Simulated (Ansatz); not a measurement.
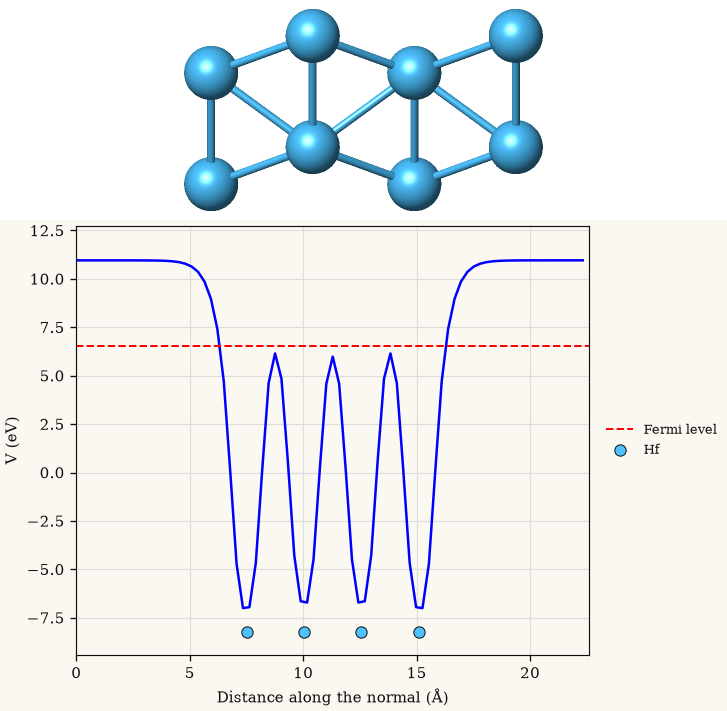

Plane-averaged electrostatic potential energy of an electron across the slab; circles at the bottom mark the heights of the atoms. The structure is drawn too.

The material is a (001) slab cut from Hf (P6_3/mmc), 4 atoms in the cell.

Method: DFT PBE, scalar-relativistic, plane waves, PAW, no spin polarisation, 12×12×1 k mesh, Gaussian smearing of 0.1 eV (Ansatz).

Read off the work function of each face.

The work function is 4.40 eV, the same on both faces. The two vacuum levels agree, so the slab has no net dipole along its normal.

How thick are slab and vacuum?

The outermost atoms are 7.6 Å apart, which leaves 15.0 Å of vacuum in a cell 22.6 Å high.

The atoms aren't at rest in this cell (largest force 0.9 eV/Å), so the relaxed material can differ. Spin-orbit coupling is left out, which matters for Hf.
